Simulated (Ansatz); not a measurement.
## Electronic structure of F4H7NOSi2 in real space

```xyz
15

Si   -0.6938    0.7281    0.8245
O     0.2848   -0.0542   -0.6461
Si   -0.0593    0.0345   -2.2893
F    -1.9638    0.5178   -0.1222
F     0.2097    2.0182    0.6361
F    -1.5312    1.2655    2.0999
H     1.2259   -0.7960    1.3283
N     0.0483   -0.6296    1.7591
H     1.2104   -0.3927   -0.3065
F     2.1307   -0.8748    0.6116
H    -0.5099    1.4055   -2.6075
H     1.2075   -0.2916   -2.9833
H    -1.1050   -0.9582   -2.6203
H    -0.0377   -0.4615    2.7556
H    -0.4166   -1.5114    1.5599
```

A transition-state structure; geometry: PBE0-D4/def2-TZVP.

Theory: RKS PBE0-D4/def2-TZVPP (Ansatz 0.2.0).

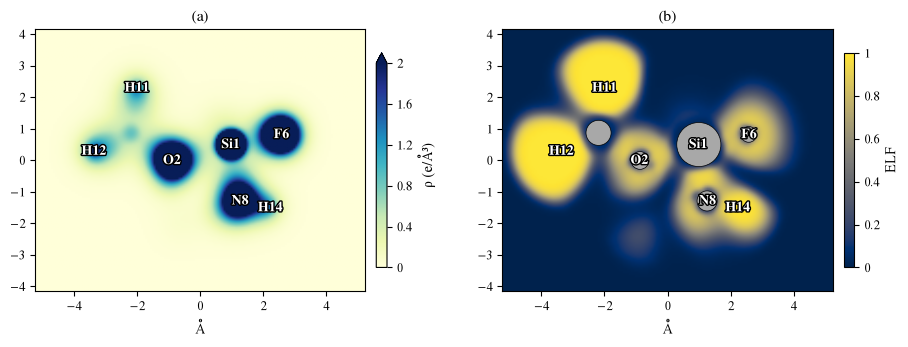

Figure 1. (a) electron density; (b) ELF on the plane of atoms O2, Si1 and N8. Grey discs cover the atomic cores in the ELF map.

Q: What does the map show?

A: The section cuts through Si, O, F, N and H sites.
Si–N (1.81 Å): the density is about 1 e/Å³ at the midpoint; the ELF peaks at about 0.95 between the atoms (a polar covalent bond).
N–H (1.01 Å): ρ at the midpoint is about 2.9 e/Å³; the ELF climbs to about 1 towards the hydrogen, as it does in any bond to H; a covalent bond by its length.
Si–O (1.93 Å): ρ at the midpoint is about 0.63 e/Å³; the ELF peaks at about 0.90 in the valence shell of O, 0.6 Å from its nucleus, and is about 0.70 at the midpoint.
The ELF also peaks beside F6, away from the bonds: lone-pair regions.

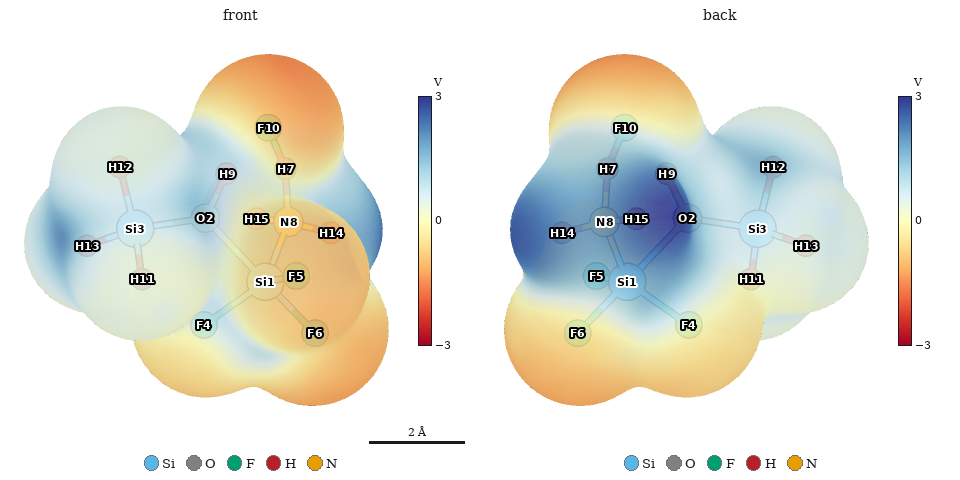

Figure 2. The molecular electrostatic potential painted on the density surface at 0.002 e/bohr³, seen from the front and from behind; red is negative and blue positive.

Q: Which sites attract a positive test charge, and which a negative one?

A: A positive charge is drawn to the negative regions and a negative charge to the positive ones. The most negative region (about −1.5 V) lies over F10, the most positive (about +2.9 V) over H15.

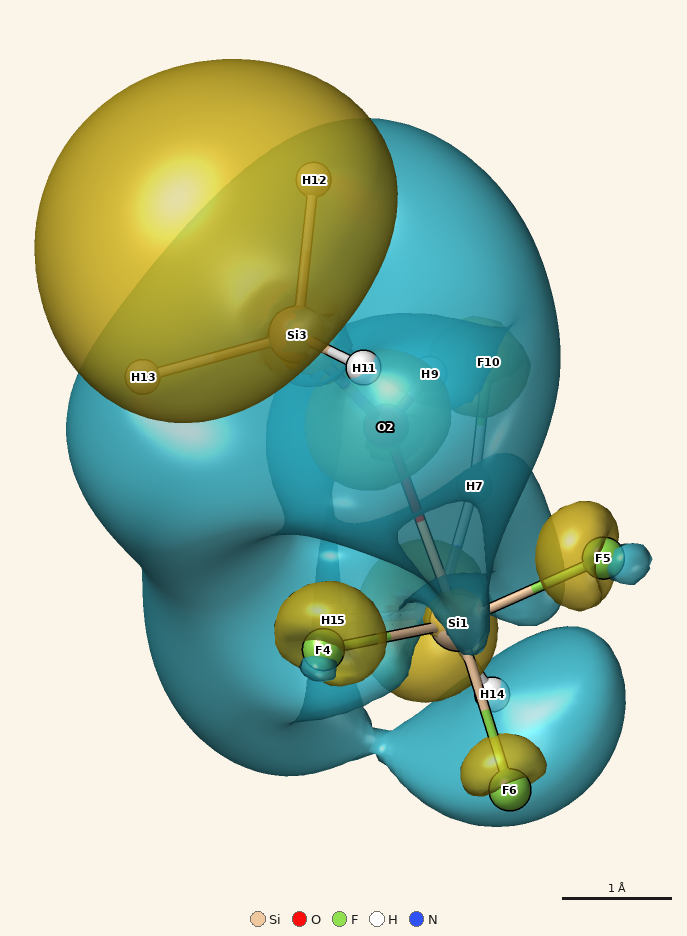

Figure 3. The LUMO at ±0.06 Å⁻³ᐟ² (yellow and cyan are the two phases), seen at an oblique angle.

Q: What is the character of this orbital?

A: It lies mainly on Si3 (about 45 %), Si1 (about 10 %), H15 (about 5 %) and O2 (about 5 %). Its energy is −0.37 eV.
